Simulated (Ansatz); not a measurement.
One crystal and one scan (scan of one atom of the cell) at two levels, PBE (plane waves to 420 eV, PAW, scalar-relativistic; Ansatz, a program for electronic structure) and PBEsol (plane waves to 420 eV, PAW, scalar-relativistic; Ansatz), each from its own relaxed cell and on its own mesh. The cell shown is that of PBE.

SiC (wurtzite)

```
SiC
1.0
    3.09195     0.00000     0.00000
   -1.54598     2.67771     0.00000
    0.00000     0.00000     5.07427
Si C
2 2
Direct
  0.66667   0.33333   0.00052
  0.33333   0.66667   0.50052
  0.66667   0.33333   0.62468
  0.33333   0.66667   0.12468
```

In each cell atom 2 (Si, nearest neighbour C at 1.893 Å; its periodic images, 3.1 Å or more away, move with it) moves by s·(0.000, 0.000, 1.000) (along Cartesian z), the rest being held.

The energy includes the smearing's −TS. SiC was relaxed with its symmetry unable to fall. Percentages come from the unrounded values. Both scans cover s from -0.190 to 0.190 Å.

| quantity | PBE | PBEsol | PBE − PBEsol |
|---|---|---|---|
| Lattice constant a (Å) | 3.092 | 3.076 | +0.016 (+0.5 %) |
| Lattice constant c (Å) | 5.074 | 5.048 | +0.026 (+0.5 %) |
| Relaxed volume (Å³/atom) | 10.50 | 10.34 | +0.16 (+1.6 %) |
| Band gap of the relaxed cell, no spin-orbit coupling (eV) | 2.31 | 2.12 | +0.19 (+9 %) |
| Energy at s = 0.190 Å (meV/cell) | 387 | 395 | -8 (-1.9 %) |
| Force along the line at s = -0.190 Å (eV/Å) | 6.757 | 6.951 | -0.194 (-2.8 %) |
| Force constant k = d²E/ds² at s = 0 (finite differences) (eV/Å²) | 26.35 | 26.96 | -0.61 (-2.3 %) |

PBE gives the higher value for: lattice constant a; lattice constant c; relaxed volume; band gap of the relaxed cell, no spin-orbit coupling. PBE gives the lower value for: energy at s = 0.190 Å; force along the line at s = -0.190 Å; force constant k = d²E/ds² at s = 0. Both give the same symmetry of the curve: not even: the negative side lies higher at ±0.190 Å.

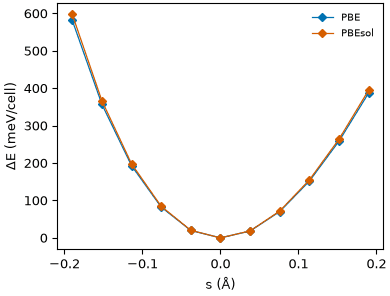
*ΔE, each from the undisplaced structure of its own level.*

(For displaced atoms, the force is minus the slope of the energy, and its curvature is a force constant, which sets phonon frequencies.)
